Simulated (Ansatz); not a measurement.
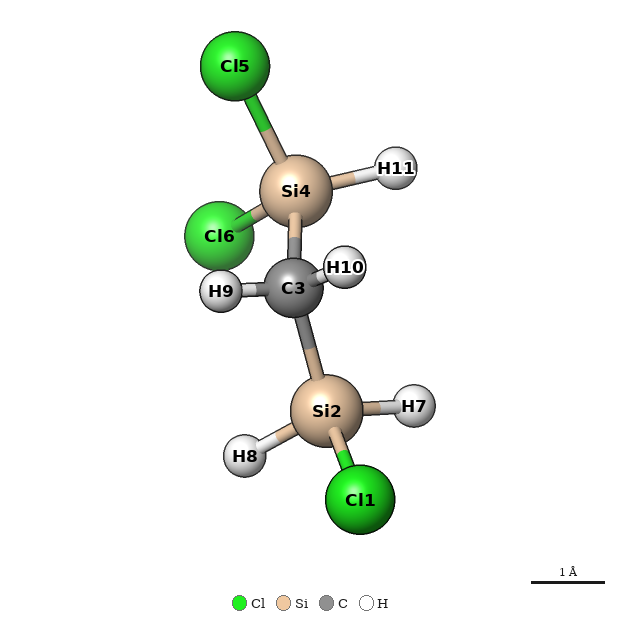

Computed geometry: PBE0-D4/def2-TZVP optimisation.

Give these bond angles: Cl1–Si2–C3, Cl1–Si2–H7, Si2–C3–H9, Si2–C3–H10, C3–Si2–H8, C3–Si4–Cl5, C3–Si4–H11, Si4–C3–H9, Si4–C3–H10, Cl5–Si4–Cl6, Cl5–Si4–H11, Cl6–Si4–H11.

| angle | degrees |
| --- | --- |
| Cl1–Si2–C3 | 109.2 |
| Cl1–Si2–H7 | 107.5 |
| Si2–C3–H9 | 109.1 |
| Si2–C3–H10 | 108.9 |
| C3–Si2–H8 | 111.1 |
| C3–Si4–Cl5 | 110.6 |
| C3–Si4–H11 | 112.5 |
| Si4–C3–H9 | 109.4 |
| Si4–C3–H10 | 107.5 |
| Cl5–Si4–Cl6 | 108.9 |
| Cl5–Si4–H11 | 107.8 |
| Cl6–Si4–H11 | 107.6 |
